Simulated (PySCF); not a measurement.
Consider NaSi (quartet).

```
atom   x (Å)   y (Å)    z (Å)
  Na  0.0000  0.0000  -1.4832
  Si  0.0000  0.0000   1.2188
```

Method: PySCF 2.14.0, PBE0/x2c-TZVPPall, spin-free X2C-1e, Gaussian nucleus, at a bond length of 2.702 Å.

> Predict the electron density, electron localisation function and spin density between the atoms.

Na–Si (2.70 Å): the density is about 0.18 e/Å³ at the midpoint; the ELF peaks at about 0.80 in the valence shell of Si, 1.1 Å from its nucleus, and is about 0.65 at the midpoint.
The unpaired spin (3 electrons) lies mostly on Si2 (about 2.5) and Na1 (about 0.5), in electrons by Hirshfeld's partition.

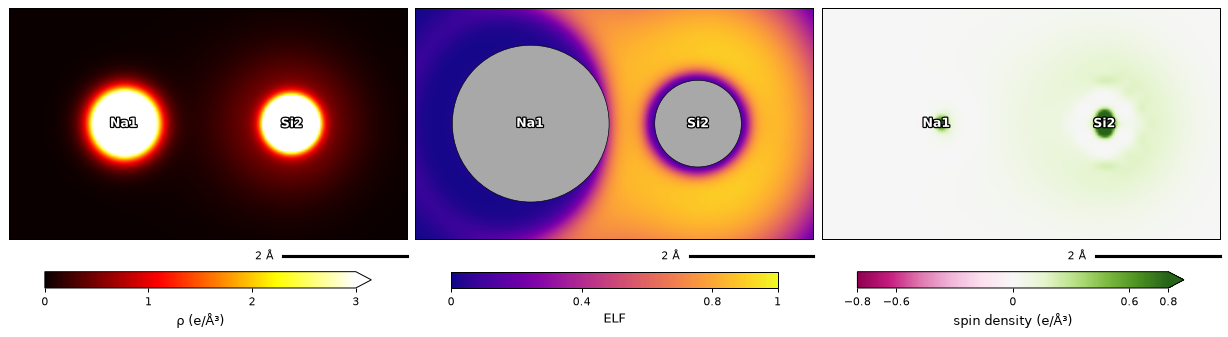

Computed electron density, electron localisation function and spin density on a plane that holds the molecular axis, in this order. Grey discs cover the atomic cores in the ELF map. 
